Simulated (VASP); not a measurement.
Band structure of HgPd (space group P4/mmm). Calculation: LDA (Ceperley-Alder, Perdew-Zunger), VASP's LDA PAW potentials (set 64) (plane waves; VASP).

Unless said otherwise, spin-orbit coupling is left out, though it shifts the bands of the heavy elements here.

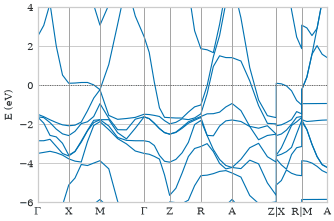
Bands along high-symmetry lines, zero at the valence-band maximum or, without a gap, the Fermi level

Task: Read the plot: is there a gap, and where are the band edges?

Result: It has no gap at this level: it comes out as a metal or semimetal.

The structure comes from a measured HgPd entry of the Crystallography Open Database, whose conditions weren't checked. The cell was not relaxed at this level.
